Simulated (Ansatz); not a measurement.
**SrTiO3: pressure series**

The reference is SrTiO₃ in the cubic perovskite structure (space group Pm-3m, No. 221).

```yaml
crystal:
  lattice:
    - [3.93649, 0.00000, 0.00000]
    - [0.00000, 3.93649, 0.00000]
    - [0.00000, 0.00000, 3.93649]
  atoms:
    - { symbol: Sr, position: [0.00000, 0.00000, 0.00000] }
    - { symbol: Ti, position: [0.50000, 0.50000, 0.50000] }
    - { symbol: O, position: [0.00000, 0.50000, 0.50000] }
    - { symbol: O, position: [0.50000, 0.50000, 0.00000] }
    - { symbol: O, position: [0.50000, 0.00000, 0.50000] }
```

Cell and atoms are relaxed at each pressure.

Computed with Ansatz (a first-principles code), PBE, PAW, cutoff 420 eV, no spin-orbit coupling, earlier PAW set.

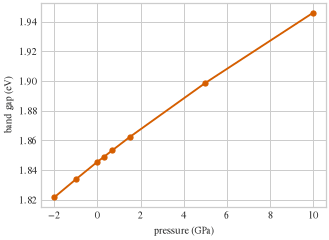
Fig. 1. Band gap against pressure

### Question
From the plot, what is the band gap for pressure −1 GPa?

### Answer
About 1.83 eV.

### Question
Is the trend monotonic over the range shown?

### Answer
Yes, it rises throughout, spanning 1.82 eV to 1.95 eV.

Load acts through the strain it causes; cell and atoms are relaxed under it. Whether these cells are dynamically stable was not tested. No other phases were tried under pressure. The final runs are not spin-polarised. Many cubic perovskites are stable only at high temperature; tilts and polar distortions were not tested.
